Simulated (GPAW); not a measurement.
Band structure of ZrHg3 (Pm-3m, 4 atoms in the cell).

```
CELL_PARAMETERS angstrom
      4.41774     0.00000     0.00000
      0.00000     4.41774     0.00000
      0.00000     0.00000     4.41774
ATOMIC_POSITIONS crystal
  Zr 0.00000 0.00000 0.00000
  Hg 0.50000 0.50000 0.00000
  Hg 0.00000 0.50000 0.50000
  Hg 0.50000 0.00000 0.50000
```

Method: LDA (Perdew-Wang 92), GPAW PAW datasets LDA (gpaw-data 1.0.1) (plane waves; GPAW).

Settings: mode = pw; ecut = 550 eV; xc = LDA; kpts = 8 8 8; mesh shift (steps) = 0 0 0; occupations.name = methfessel-paxton; occupations.width = 0.1 eV; occupations.order = 0; nbands = -8; convergence.density = 1e-05 e/electron; convergence.energy = 1e-05 eV/electron; symmetry.symmorphic = false; symmetry.tolerance = 0.0005; maxiter = 120.

The starting cell comes from a database of computed structures (which also holds hypothetical and non-ambient phases and stackings), without a prior relaxation at this level. Spin-orbit coupling is off.

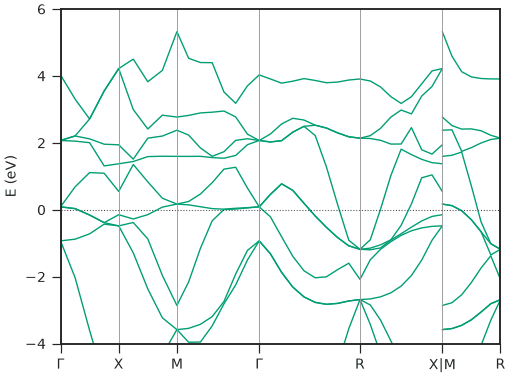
Figure. Bands along the path, energies from the Fermi level.

Levels in eV from the Fermi level, bands 30 to 37:
```csv
point,30,31,32,33,34,35,36,37
Γ,-0.93,-0.93,0.09,0.09,0.09,2.07,2.07,2.07
X,-5.82,-0.48,-0.48,-0.15,0.55,1.38,1.94,4.22
M,-3.58,-3.58,-2.86,0.17,0.17,1.60,2.38,2.77
R,-2.68,-2.68,-2.08,-1.18,-1.18,-1.18,2.14,2.14
```

Bands cross the Fermi level along this path, so the cell is metallic at this level.
